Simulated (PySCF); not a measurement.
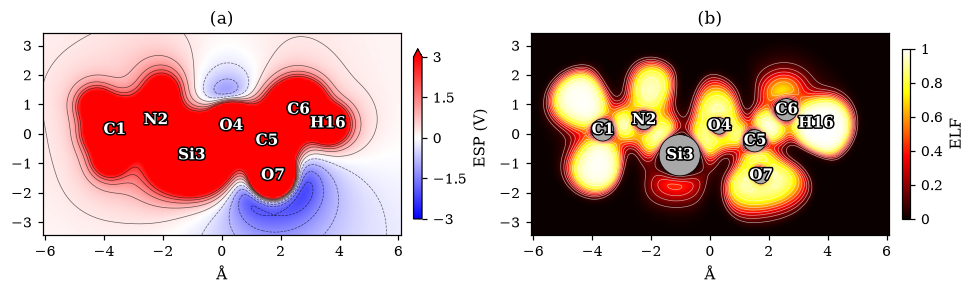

The picture shows: C₃H₉NO₂Si. (a) electrostatic potential; (b) ELF on the plane of atoms C5, C6 and H16. Grey discs cover the atomic cores in the ELF map.

Geometry: GFN2-xTB.

These are results of PBE0/pcSseg-1, SCF density, gas phase, non-relativistic (PySCF 2.14.0), not measurements.

```xyz
16

C     3.0273    0.6882   -0.2659
N     1.5898    0.6560   -0.3406
Si    0.6636   -0.5275    0.4705
O    -0.8576    0.0253    0.0761
C    -1.9264   -0.6814    0.3920
C    -3.2070   -0.0323   -0.0627
O    -1.8627   -1.7305    0.9758
H     3.3895    1.2373    0.6096
H     3.3926   -0.3328   -0.1970
H     3.4443    1.1510   -1.1618
H     1.1911    1.5708   -0.4910
H     0.9179   -1.8240   -0.1461
H     0.7565   -0.5817    1.9318
H    -3.2453    0.9911    0.3025
H    -3.2209   -0.0043   -1.1503
H    -4.0602   -0.5962    0.3017
```

> What does the map show?

The plane passes through C, N, Si, O and H nuclei. C–O (1.20 Å): the ELF peaks at about 0.85 between the atoms; a multiple bond. C–N (1.44 Å): the ELF peaks at about 0.90 between the atoms; a covalent bond. C–C (1.51 Å): the ELF peaks at about 0.95 between the atoms (localised, covalent bonding). Si–O (1.67 Å): the ELF peaks at about 0.90 between the atoms, as expected for a polar covalent bond. Si–N (1.71 Å): the ELF peaks at about 0.90 between the atoms; a polar covalent bond. The ELF also peaks beside O7 and O4, away from the bonds: lone-pair regions. Outside the dense part of the molecule the potential is most negative (−2.2 V) near O7.
